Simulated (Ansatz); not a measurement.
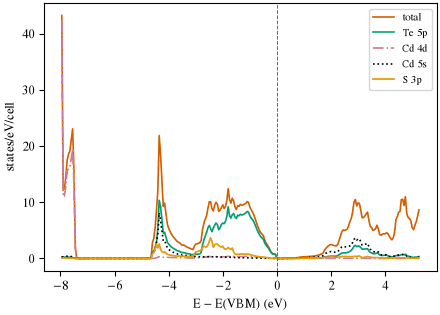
Total and projected density of states of Cd5Te4S in space group R3m (No. 160; Pearson symbol hR10), plane-wave PAW PBEsol (Ansatz code)

Task: Which orbitals carry the states next to the gap?

Result: Top 1 eV of the valence band: Te 5p 85 %, S 3p 6 %. Bottom 1 eV of the conduction band: Cd 5s 51 %, Te 5p 20 %, S 3p 9 %, S 3s 7 %, outside the projected shells 6 %. Projections are on Löwdin-orthogonalised atomic valence shells; empty p or d shells of many metals are not among them.

The workflow started from a Materials Project entry (that database holds measured and hypothetical structures alike); the Crystallography Open Database copy checked does not list it. Its standing as an ambient phase is unchecked. The PBEsol relaxation kept the symmetry of its start; whether a distortion lowers the energy is not shown. Spin–orbit coupling is left out wherever it is not named.

Potentials: the later of the program's two PAW sets.
